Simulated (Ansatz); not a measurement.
**GaH₃ (triplet): one geometry, many settings at distance Ga1–H2 = 1.415 Å**

Aim: run GaH₃ (triplet) at one geometry under a spread of methods and options, and see what each costs and gives.

Computed with Ansatz 0.2.0, Gaussian basis. Level: the settings change from run to run.

13 further runs of the same task are left out: 9 that didn't finish, 4 set aside as unsound or not needed.

**1. The system**

The geometry derives from a PBE0/def2-TZVP stationary point (not a proven minimum). One bond is set to the value named and the two fragments are kept rigid. No spin-orbit coupling is included. The filled d shell of Ga may be among the frozen orbitals whatever the setting's name suggests; the logs give the count.

4 atoms, charge 0, spin multiplicity 3.

Atoms are counted from 1 here; the program's logs count them from 0.

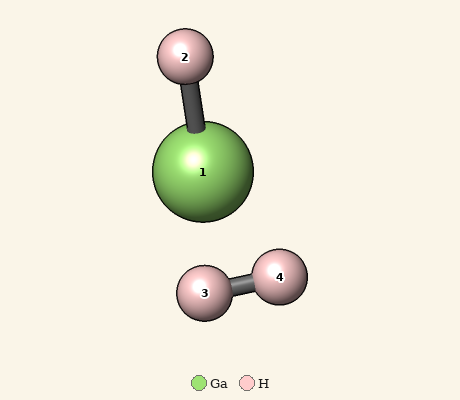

The structure; gallium green, hydrogen pink; atoms are numbered from 1 in the order of the file.

**2. HF/cc-pVDZ**

in.yaml

```yaml
crystal:
  periodic: [false, false, false]
  atoms:
    - {symbol: Ga, position_ang: [0.000000, 0.025491, -0.046431]}
    - {symbol: H, position_ang: [0.000000, -1.318494, -0.489072]}
    - {symbol: H, position_ang: [0.405418, -0.222393, 1.850445]}
    - {symbol: H, position_ang: [-0.405418, -0.222393, 1.850445]}
basis:
  gaussian: {orbitals: cc-pVDZ}
magnetization: {spin_polarized: false, initial_magnetization: 2}
hamiltonian: {xc: hf}
accuracy: high
output: {orbitals: {seedname: orbitals}}
```

The run is started by

```bash
> ansatz run in.yaml --threads 1 --pin off --events-out ev --progress --plain --max-ram 2393MiB
```

Log:

```text
Functional definition: HF
  name "HF"
  cite "Fock, Z. Phys. 61, 126 (1930) doi:10.1007/BF01340294"
  parent pbe
  exchange = exact_x
  correlation = 0
892 factors; integrals over basis functions are off by at most 4.4e-9 eV
mean field evaluation 1: about -52376.3891 eV, gradient 8.5e0 eV
mean field evaluation 2: about -52376.3968 eV, gradient 8.5e0 eV
mean field evaluation 4: about -52377.2883 eV, gradient 8.5e-1 eV
mean field evaluation 8: about -52377.3021 eV, gradient 1.5e-3 eV
mean field -52377.30214990 eV, -1924.8303513983 hartree, gradient 2.8e-8 eV, S^2 2.000000; 0 other end points of the search recorded, 0 dependent functions left out
reference -52377.30214990 eV, -1924.8303513983 hartree; 18, 16 occupied and 24, 26 virtual orbitals, 892 factors
Total energy: -52377.30214990 eV, -1924.8303513983 hartree
```

Run time: 0.69 s. Hardware: 1 thread of Arm Neoverse V2, shared host.

**3. BCCD on UHF/def2-mTZVP**

in.yaml, as its differences from that of step 2:

```diff
@@ -8,6 +8,4 @@
 basis:
-  gaussian: {orbitals: cc-pVDZ}
-magnetization: {spin_polarized: false, initial_magnetization: 2}
-hamiltonian: {xc: hf}
-accuracy: high
-output: {orbitals: {seedname: orbitals}}
+  gaussian: {orbitals: def2-mTZVP}
+magnetization: {spin_polarized: true, initial_magnetization: 2}
+correlation: {method: bccd, electrons: outside_noble_gas}
```

The command is unchanged.

Log (excerpt; [...] marks lines left out):

```text
Functional definition: HF
  name "HF"
  cite "Fock, Z. Phys. 61, 126 (1930) doi:10.1007/BF01340294"
  parent pbe
[...]
440 factors; integrals over basis functions are off by at most 1.2e-3 eV
[...]
mean field -52378.01692375 eV, -1924.8566188529 hartree, gradient 1.4e-6 eV, S^2 2.004292; 1 other end points of the search recorded, 0 dependent functions left out
determinant -52378.01692375 eV, -1924.8566188529 hartree, with singles and doubles -52379.95550284 eV, -1924.9278603202 hartree
determinant -52375.58687469 eV, -1924.7673161969 hartree, with singles and doubles -52377.56801858 eV, -1924.8401218921 hartree
14 core orbitals not correlated: weight in the atoms' cores, before any rotation towards them, 0.997 or more for the frozen orbitals, at most 0.002 for the correlated occupied ones
reference -52378.01692375 eV, -1924.8566188529 hartree; 4, 2 occupied and 27, 29 virtual orbitals, 440 factors
second order -1.42743463 eV of doubles, -0.00000000 eV of singles
cycle   1  -1.93242851 eV  change   -9.9e-2 eV  update   1.6e-2
[...]
cycle   9  -1.94372865 eV  change    4.3e-7 eV  update   4.1e-6
Total energy: -52379.96065240 eV, -1924.9280495632 hartree
```

Wall time 0.81 s (1 thread of Arm Neoverse V2, shared host).

From the report: ⟨S²⟩ of the determinant 2.004 (pure triplet: 2.00); correlation -1.9437 eV; largest double amplitude 0.03.

**4. MP2 on UHF/cc-pVDZ**

in.yaml, as its differences from that of step 3:

```diff
@@ -8,4 +8,4 @@
 basis:
-  gaussian: {orbitals: def2-mTZVP}
+  gaussian: {orbitals: cc-pVDZ}
 magnetization: {spin_polarized: true, initial_magnetization: 2}
-correlation: {method: bccd, electrons: outside_noble_gas}
+correlation: {method: mp2, electrons: outside_noble_gas}
```

The command is unchanged.

Log:

```text
Functional definition: HF
  name "HF"
  cite "Fock, Z. Phys. 61, 126 (1930) doi:10.1007/BF01340294"
  parent pbe
  exchange = exact_x
  correlation = 0
452 factors; integrals over basis functions are off by at most 9.1e-4 eV
mean field evaluation 1: about -52376.3730 eV, gradient 7.3e0 eV
mean field evaluation 2: about -52376.3769 eV, gradient 7.3e0 eV
mean field evaluation 4: about -52377.3110 eV, gradient 9.5e-1 eV
mean field evaluation 8: about -52377.3461 eV, gradient 1.1e-4 eV
mean field -52377.34608389 eV, -1924.8319659426 hartree, gradient 4.7e-6 eV, S^2 2.004207; 0 other end points of the search recorded, 0 dependent functions left out
14 core orbitals not correlated: weight in the atoms' cores, before any rotation towards them, 0.997 or more for the frozen orbitals, at most 0.002 for the correlated occupied ones
reference -52377.34608389 eV, -1924.8319659426 hartree; 4, 2 occupied and 24, 26 virtual orbitals, 452 factors
second order -1.81653596 eV of doubles, -0.00000000 eV of singles
Total energy: -52379.16261985 eV, -1924.8987224079 hartree
```

Wall time 0.33 s (1 thread of Arm Neoverse V2, shared host).

From the report: ⟨S²⟩ of the determinant 2.004 (pure triplet: 2.00).

**5. MP2 on UHF/cc-pVDZ**

in.yaml, as its differences from that of step 4:

```diff
@@ -11 +11,2 @@
 correlation: {method: mp2, electrons: outside_noble_gas}
+output: {forces: true}
```

The command is unchanged.

Log (excerpt; [...] marks lines left out):

```text
Functional definition: HF
  name "HF"
  cite "Fock, Z. Phys. 61, 126 (1930) doi:10.1007/BF01340294"
  parent pbe
[...]
452 factors; integrals over basis functions are off by at most 9.1e-4 eV
[...]
mean field -52377.34608389 eV, -1924.8319659426 hartree, gradient 4.7e-6 eV, S^2 2.004207; 0 other end points of the search recorded, 0 dependent functions left out
14 core orbitals not correlated: weight in the atoms' cores, before any rotation towards them, 0.997 or more for the frozen orbitals, at most 0.002 for the correlated occupied ones
reference -52377.34608389 eV, -1924.8319659426 hartree; 4, 2 occupied and 24, 26 virtual orbitals, 452 factors
second order -1.81653596 eV of doubles, -0.00000000 eV of singles
[...]
Total energy: -52379.16261985 eV, -1924.8987224079 hartree
Atom 0 at     0.000000     0.025491    -0.046431 Å, force    -0.000000     3.116782     0.781021 eV/Å
Atom 1 at     0.000000    -1.318494    -0.489072 Å, force     0.000000    -3.074973    -0.992791 eV/Å
Atom 2 at     0.405418    -0.222393     1.850445 Å, force    -0.273210    -0.020904     0.105885 eV/Å
Atom 3 at    -0.405418    -0.222393     1.850445 Å, force     0.273210    -0.020904     0.105885 eV/Å
Dipole moment:    -0.000000     0.029324     0.191482 e Å
```

Run time: 0.63 s. Hardware: 1 thread of Arm Neoverse V2, shared host.

From the report: ⟨S²⟩ of the determinant 2.004 (pure triplet: 2.00).

**6. CCSD(T) on ROHF/cc-pVDZ**

in.yaml, as its differences from that of step 5:

```diff
@@ -9,4 +9,4 @@
   gaussian: {orbitals: cc-pVDZ}
-magnetization: {spin_polarized: true, initial_magnetization: 2}
-correlation: {method: mp2, electrons: outside_noble_gas}
-output: {forces: true}
+magnetization: {spin_polarized: false, initial_magnetization: 2}
+correlation: {method: ccsd_t, electrons: outside_noble_gas}
+accuracy: high
```

The command is unchanged.

Log (excerpt; [...] marks lines left out):

```text
Functional definition: HF
  name "HF"
  cite "Fock, Z. Phys. 61, 126 (1930) doi:10.1007/BF01340294"
  parent pbe
[...]
892 factors; integrals over basis functions are off by at most 4.4e-9 eV
[...]
mean field -52377.30214990 eV, -1924.8303513983 hartree, gradient 2.8e-8 eV, S^2 2.000000; 1 other end points of the search recorded, 0 dependent functions left out
determinant -52377.30214990 eV, -1924.8303513983 hartree, with singles and doubles -52379.71829569 eV, -1924.9191431185 hartree
determinant -52374.81710758 eV, -1924.7390277773 hartree, with singles and doubles -52377.26161160 eV, -1924.8288616431 hartree
14 core orbitals not correlated: weight in the atoms' cores, before any rotation towards them, 0.997 or more for the frozen orbitals, at most 0.002 for the correlated occupied ones
reference -52377.30214990 eV, -1924.8303513983 hartree; 4, 2 occupied and 24, 26 virtual orbitals, 892 factors
second order -1.82360027 eV of doubles, -0.01756753 eV of singles
cycle   1  -2.41621119 eV  change   -6.5e-5 eV  update   2.1e-4
[...]
cycle  15  -2.41625656 eV  change   3.8e-11 eV  update  7.1e-10
perturbative correction -0.03671779 eV, -0.0013493540 hartree
Total energy: -52379.75512426 eV, -1924.9204965432 hartree
```

Wall time 1.5 s (1 thread of Arm Neoverse V2, shared host).

From the report: correlation -2.4530 eV; T1 0.020; largest double amplitude 0.04.

**7. CISD/cc-pVDZ**

in.yaml, as its differences from that of step 6:

```diff
@@ -10,3 +10,4 @@
 magnetization: {spin_polarized: false, initial_magnetization: 2}
-correlation: {method: ccsd_t, electrons: outside_noble_gas}
-accuracy: high
+correlation: {active_space: {ras: {orbitals: [2, 2, 24], electrons: 6, max_holes: 2, max_particles: 2}, fixed_orbitals: true}}
+scf: {lower_state_search: off}
+output: {forces: true}
```

The command is unchanged.

Log (excerpt; [...] marks lines left out):

```text
Functional definition: HF
  name "HF"
  cite "Fock, Z. Phys. 61, 126 (1930) doi:10.1007/BF01340294"
  parent pbe
[...]
452 factors; integrals over basis functions are off by at most 9.1e-4 eV
[...]
mean field -52377.30202061 eV, -1924.8303466469 hartree, gradient 1.2e-6 eV, S^2 2.000000; 0 other end points of the search recorded, 0 dependent functions left out
reference -52377.30202061 eV, -1924.8303466469 hartree; 18, 16 occupied and 24, 26 virtual orbitals, 452 factors
state -52379.65740469 eV, -1924.9169054152 hartree
[...]
Total energy: -52379.65740469 eV, -1924.9169054152 hartree
Atom 0 at     0.000000     0.025491    -0.046431 Å, force    -0.000000     3.219875     0.773485 eV/Å
Atom 1 at     0.000000    -1.318494    -0.489072 Å, force    -0.000000    -3.175607    -1.030879 eV/Å
Atom 2 at     0.405418    -0.222393     1.850445 Å, force    -0.125821    -0.022134     0.128697 eV/Å
Atom 3 at    -0.405418    -0.222393     1.850445 Å, force     0.125821    -0.022134     0.128697 eV/Å
Dipole moment:    -0.000000     0.021792     0.188722 e Å
Checks for a lower state left out: starts, cluster_reference, orbital_swaps, neighbouring_geometries, increment
```

Run time: 0.96 s. Hardware: 1 thread of Arm Neoverse V2, shared host.

From the report: 11,676 determinants.

**8. CCSD on UHF/cc-pVDZ**

in.yaml

```yaml
crystal:
  periodic: [false, false, false]
  atoms:
    - {symbol: Ga, position_ang: [0.000000, 0.025491, -0.046431]}
    - {symbol: H, position_ang: [0.000000, -1.318494, -0.489072]}
    - {symbol: H, position_ang: [0.405418, -0.222393, 1.850445]}
    - {symbol: H, position_ang: [-0.405418, -0.222393, 1.850445]}
basis:
  gaussian: {orbitals: cc-pVDZ}
magnetization: {spin_polarized: true, initial_magnetization: 2}
correlation: {method: ccsd, electrons: all, diis_vectors: 12}
scf: {lower_state_search: full}
```

Same command.

Log (excerpt; [...] marks lines left out):

```text
Functional definition: HF
  name "HF"
  cite "Fock, Z. Phys. 61, 126 (1930) doi:10.1007/BF01340294"
  parent pbe
[...]
452 factors; integrals over basis functions are off by at most 9.1e-4 eV
[...]
mean field -52377.34608389 eV, -1924.8319659426 hartree, gradient 4.7e-6 eV, S^2 2.004207; 3 other end points of the search recorded, 0 dependent functions left out
determinant -52377.34608389 eV, -1924.8319659426 hartree, with singles and doubles -52380.47878855 eV, -1924.9470907154 hartree
determinant -52374.86703048 eV, -1924.7408624102 hartree, with singles and doubles -52378.02500229 eV, -1924.8569157336 hartree
reference -52377.34608389 eV, -1924.8319659426 hartree; 18, 16 occupied and 24, 26 virtual orbitals, 452 factors
second order -2.56343562 eV of doubles, -0.00000000 eV of singles
cycle   1  -3.13261230 eV  change    9.2e-5 eV  update   3.6e-4
[...]
cycle   4  -3.13260325 eV  change    6.1e-6 eV  update   3.4e-5
Total energy: -52380.47868714 eV, -1924.9470869888 hartree
```

Wall time 3.2 s (1 thread of Arm Neoverse V2, shared host).

From the report: ⟨S²⟩ of the determinant 2.004 (pure triplet: 2.00); correlation -3.1326 eV; T1 0.008; largest double amplitude 0.04.

**9. BCCD(T) on UHF/aug-cc-pVDZ**

in.yaml, as its differences from that of step 8:

```diff
@@ -8,5 +8,7 @@
 basis:
-  gaussian: {orbitals: cc-pVDZ}
+  gaussian: {orbitals: aug-cc-pVDZ}
 magnetization: {spin_polarized: true, initial_magnetization: 2}
-correlation: {method: ccsd, electrons: all, diis_vectors: 12}
-scf: {lower_state_search: full}
+hamiltonian: {pseudopotentials: {relativity: scalar}}
+correlation: {method: bccd_t, electrons: outside_noble_gas}
+accuracy: high
+scf: {lower_state_search: off}
```

Launched as before.

Log (excerpt; [...] marks lines left out):

```text
Functional definition: HF
  name "HF"
  cite "Fock, Z. Phys. 61, 126 (1930) doi:10.1007/BF01340294"
  parent pbe
[...]
1237 factors; integrals over basis functions are off by at most 4.4e-9 eV
[...]
mean field -52786.54875265 eV, -1939.8698866520 hartree, gradient 8.6e-9 eV, S^2 2.004908; 0 other end points of the search recorded, 0 dependent functions left out
14 core orbitals not correlated: weight in the atoms' cores, before any rotation towards them, 0.997 or more for the frozen orbitals, at most 0.002 for the correlated occupied ones
reference -52786.54875265 eV, -1939.8698866520 hartree; 4, 2 occupied and 45, 47 virtual orbitals, 1237 factors
second order -1.89756797 eV of doubles, -0.00000000 eV of singles
cycle   1  -2.31461770 eV  change   -4.2e-1 eV  update   5.2e-2
[...]
cycle  22  -2.48327043 eV  change   1.9e-10 eV  update  5.7e-10
perturbative correction -0.04626026 eV, -0.0017000333 hartree
Total energy: -52789.07828334 eV, -1939.9628451902 hartree
Relativity: scalar
Checks for a lower state left out: stability, starts, cluster_reference, orbital_swaps, neighbouring_geometries, increment
```

Run time: 3.5 s. Hardware: 1 thread of Arm Neoverse V2, shared host; peak memory 0.32 GiB.

From the report: ⟨S²⟩ of the determinant 2.005 (pure triplet: 2.00); correlation -2.5295 eV; largest double amplitude 0.02.

**10. CCSDT(Q) on ROHF/cc-pVDZ**

in.yaml

```yaml
crystal:
  periodic: [false, false, false]
  atoms:
    - {symbol: Ga, position_ang: [0.000000, 0.025491, -0.046431]}
    - {symbol: H, position_ang: [0.000000, -1.318494, -0.489072]}
    - {symbol: H, position_ang: [0.405418, -0.222393, 1.850445]}
    - {symbol: H, position_ang: [-0.405418, -0.222393, 1.850445]}
basis:
  gaussian: {orbitals: cc-pVDZ, point_charges: [{charge: -1.00, position_ang: [3.233, 0.921, 0.500]}]}
magnetization: {spin_polarized: false, initial_magnetization: 2}
correlation: {method: ccsdt_q, electrons: outside_noble_gas}
output: {forces: true}
```

Same command.

Log (excerpt; [...] marks lines left out):

```text
Functional definition: HF
  name "HF"
  cite "Fock, Z. Phys. 61, 126 (1930) doi:10.1007/BF01340294"
  parent pbe
[...]
823 factors; integrals over basis functions are off by at most 1.7e-7 eV
[...]
mean field -52377.37275773 eV, -1924.8329461881 hartree, gradient 3.4e-6 eV, S^2 2.000000; 1 other end points of the search recorded, 0 dependent functions left out
determinant -52377.37275773 eV, -1924.8329461881 hartree, with singles and doubles -52379.78445249 eV, -1924.9215743359 hartree
determinant -52375.50603325 eV, -1924.7643453287 hartree, with singles and doubles -52377.91642909 eV, -1924.8529257422 hartree
14 core orbitals not correlated: weight in the atoms' cores, before any rotation towards them, 0.997 or more for the frozen orbitals, at most 0.002 for the correlated occupied ones
reference -52377.37275773 eV, -1924.8329461881 hartree; 4, 2 occupied and 24, 26 virtual orbitals, 823 factors
second order -1.82216852 eV of doubles, -0.01755753 eV of singles
cycle   1  -2.24300222 eV  change   -4.0e-1 eV  update   5.2e-2
[...]
cycle  15  -2.46096123 eV  change   -1.3e-7 eV  update   3.1e-7
perturbative correction -0.00058292 eV, -0.0000214220 hartree
[...]
Total energy: -52379.83430188 eV, -1924.9234062673 hartree
Atom 0 at     0.000000     0.025491    -0.046431 Å, force     0.122323     3.355171     0.927241 eV/Å
Atom 1 at     0.000000    -1.318494    -0.489072 Å, force    -0.060500    -3.287721    -1.016000 eV/Å
Atom 2 at     0.405418    -0.222393     1.850445 Å, force     0.283306     0.099940    -0.020950 eV/Å
Atom 3 at    -0.405418    -0.222393     1.850445 Å, force    -0.147361    -0.102012     0.046616 eV/Å
Dipole moment:     0.392080     0.127438     0.178379 e Å
```

It took 16 s on 1 thread of Arm Neoverse V2, shared host; peak memory 0.33 GiB.

From the report: correlation -2.4615 eV; T1 0.020; largest double amplitude 0.04.

**11. The runs in one table**

Where basis and cores are those of an earlier FCI/cc-pVDZ run (-52379.7666 eV), and the state is the same kind, the miss against it is given.

| level | correlated | functions | energy (eV) | from FCI (meV) | time |
| --- | --- | --- | --- | --- | --- |
| HF/cc-pVDZ |  | 42 | -52377.3021 | 2464.4 | 0.69 s |
| BCCD on UHF/def2-mTZVP | outside noble gas | 45 | -52379.9607 |  | 0.81 s |
| MP2 on UHF/cc-pVDZ | outside noble gas | 42 | -52379.1626 | 604.0 | 0.33 s |
| MP2 on UHF/cc-pVDZ | outside noble gas | 42 | -52379.1626 | 604.0 | 0.63 s |
| CCSD(T) on ROHF/cc-pVDZ | outside noble gas | 42 | -52379.7551 | 11.5 | 1.5 s |
| CISD/cc-pVDZ | outside noble gas | 42 | -52379.6574 | 109.2 | 0.96 s |
| CCSD on UHF/cc-pVDZ | all | 42 | -52380.4787 |  | 3.2 s |
| BCCD(T) on UHF/aug-cc-pVDZ (relativity set) | outside noble gas | 63 | -52789.0783 |  | 3.5 s |
| CCSDT(Q) on ROHF/cc-pVDZ (beside a point charge) | outside noble gas | 42 | -52379.8343 |  | 16 s |

**12. Results**

```
quantity                                                   value
    runs                                                       9
quickest                              MP2 on UHF/cc-pVDZ, 0.33 s
 slowest  CCSDT(Q) on ROHF/cc-pVDZ (beside a point charge), 16 s
```

Total energies in different bases, with other cores or another treatment of relativity can't be set against each other. CCSDT(Q) on ROHF/cc-pVDZ (beside a point charge) took 47 times as long as MP2 on UHF/cc-pVDZ; the jobs differ in more than the method. Among the correlated runs with a miss given, it spans +11 to +604 meV. Hartree-Fock, CASSCF and CASCI lack dynamic correlation by design.
